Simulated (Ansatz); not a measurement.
# Frequency calculation, with input and output: SnH3BrCl2O

System: SnH3BrCl2O.
Method: RKS PBE-D4/def2-SVP (Ansatz 0.2.0).

It belongs to a series of runs on one base structure; here: vibrations at the highest image of the band. Figures and captions count atoms from 1; the log counts them from 0 in places.

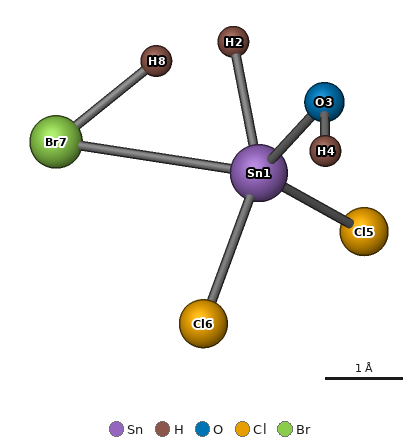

*The structure (ball-and-stick view, seen at a tilt; atoms are numbered from 1 in the order of the input). Sticks mark near contacts.*

**Results in brief**

| quantity | value |
| --- | --- |
| outcome | converged |
| total energy | −102979.6328 eV |
| mean-field energy | −102979.3612 eV |
| largest force (length of the vector) | 0.009 eV/Å |
| hardware | 4 threads of Intel Xeon @ 2.50GHz (Skylake/Cascade Lake), 32 GiB of memory available, shared host |
| wall time | 44 s (CPU time 2.6 min) |
| peak memory | 0.21 GiB |

**Input**
```yaml
crystal:
  periodic: [false, false, false]
  atoms:
    - { symbol: Sn, position_ang: [-0.254465, 0.017689, -0.068023] }
    - { symbol: H, position_ang: [-0.099942, 0.719757, 1.702921] }
    - { symbol: O, position_ang: [1.68595, -0.4584, 0.031589] }
    - { symbol: H, position_ang: [1.845445, -1.14148, -0.654792] }
    - { symbol: Cl, position_ang: [-0.852647, 2.056318, -1.084311] }
    - { symbol: Cl, position_ang: [-0.974683, -1.651771, -1.599528] }
    - { symbol: Br, position_ang: [-2.362975, -0.729026, 1.76834] }
    - { symbol: H, position_ang: [-0.997482, 0.234814, 2.023106] }
basis:
  gaussian: { orbitals: def2-SVP }
hamiltonian:
  xc: pbe
  dispersion: d4
phonons: {}
```

Launch command:
```bash
ansatz run input.yaml --threads 4 --pin off --max-ram 5120MiB --backend cpu --events-out ev --progress --plain --runs-dir out
```

**The program's output**
```
Engine: ansatz 0.2.0, x86_64-unknown-linux-gnu
Functional definition: PBE
  parameter kappa = 0.804
  parameter beta = 0.06672455060314922
  exchange = pbe_x(kappa = kappa, mu = beta*pi^2/3)
  correlation = pbe_c(beta = beta)
1343 factors; their error is unknown
mean field evaluation 1: about -102972.4515 eV, gradient 6.0e1 eV
mean field evaluation 2: about -102847.7501 eV, gradient 1.9e2 eV
mean field evaluation 4: about -102977.8914 eV, gradient 2.4e1 eV
mean field evaluation 8: about -102979.4451 eV, gradient 2.3e-1 eV
mean field evaluation 16: about -102979.3612 eV, gradient 8.8e-4 eV
mean field -102979.36119491 eV, -3784.4217219949 hartree, gradient 5.4e-5 eV, S^2 0.000000; 0 other end points of the search recorded, 0 dependent functions left out
the calculation of the forces begins
reference -102979.36123337 eV, -3784.4217234083 hartree; 51, 51 occupied and 72, 72 virtual orbitals, 1343 factors
these checks for a lower state are left out or cut short: stability, starts, cluster_reference, orbital_swaps, neighbouring_geometries, increment
1343 factors; their error is unknown
mean field -102979.36114323 eV, -3784.4217200956 hartree, gradient 2.5e-6 eV, S^2 0.000000; 0 other end points of the search recorded, 0 dependent functions left out
[... from here on the field's lines of each further geometry are left out, up to the last ...]
the calculation of the forces begins
reference -102979.36123409 eV, -3784.4217234346 hartree; 51, 51 occupied and 72, 72 virtual orbitals, 1343 factors
these checks for a lower state are left out or cut short: stability, starts, cluster_reference, orbital_swaps, neighbouring_geometries, increment
1343 factors; their error is unknown
mean field -102979.36116719 eV, -3784.4217209762 hartree, gradient 1.1e-6 eV, S^2 0.000000; 0 other end points of the search recorded, 0 dependent functions left out
the calculation of the forces begins
reference -102979.36120565 eV, -3784.4217223897 hartree; 51, 51 occupied and 72, 72 virtual orbitals, 1343 factors
WARN: phonons: modes at or below zero, which the zero-point energy, F, S and C_V leave out: 1, the lowest at -919.46 cm⁻¹. A minimum has none, and a first-order saddle one
Total energy: -102979.63282939 eV, -3784.4317043779 hartree
Atom 0 at    -0.254465     0.017689    -0.068023 Å, force     0.005739    -0.006695     0.002461 eV/Å
Atom 1 at    -0.099942     0.719757     1.702921 Å, force    -0.000530     0.002952    -0.001977 eV/Å
Atom 2 at     1.685950    -0.458400     0.031589 Å, force    -0.004917    -0.000194     0.002985 eV/Å
Atom 3 at     1.845445    -1.141480    -0.654792 Å, force    -0.001268    -0.001086    -0.000038 eV/Å
Atom 4 at    -0.852647     2.056318    -1.084311 Å, force    -0.001189     0.005852    -0.003067 eV/Å
Atom 5 at    -0.974683    -1.651771    -1.599528 Å, force    -0.000626     0.001520    -0.001749 eV/Å
Atom 6 at    -2.362975    -0.729026     1.768340 Å, force     0.006818    -0.000838     0.001384 eV/Å
Atom 7 at    -0.997482     0.234814     2.023106 Å, force    -0.004027    -0.001512     0.000002 eV/Å
Dipole moment:     0.150383    -0.075783     0.142964 e Å
Vibrations: -919.46 20.73 81.92 102.35 124.07 148.93 225.97 316.17 347.41 366.81 407.72 593.80 886.02 912.52 948.28 1340.49 1510.35 3656.37 cm⁻¹, zero-point energy 0.743279 eV
```

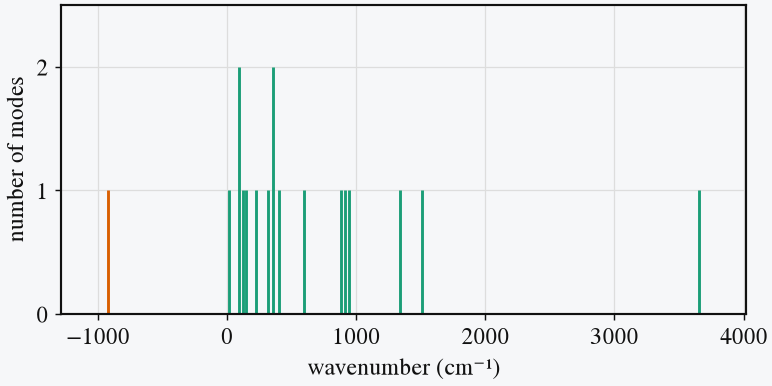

*Harmonic vibrational wavenumbers from the force constants; neighbouring modes closer than 21 cm⁻¹ are counted in one stick, and imaginary ones are drawn at negative wavenumbers.*

18 modes from 919i to 3656 cm⁻¹, 1 imaginary beyond 8i (919i cm⁻¹): a first-order saddle point, if the geometry is stationary.
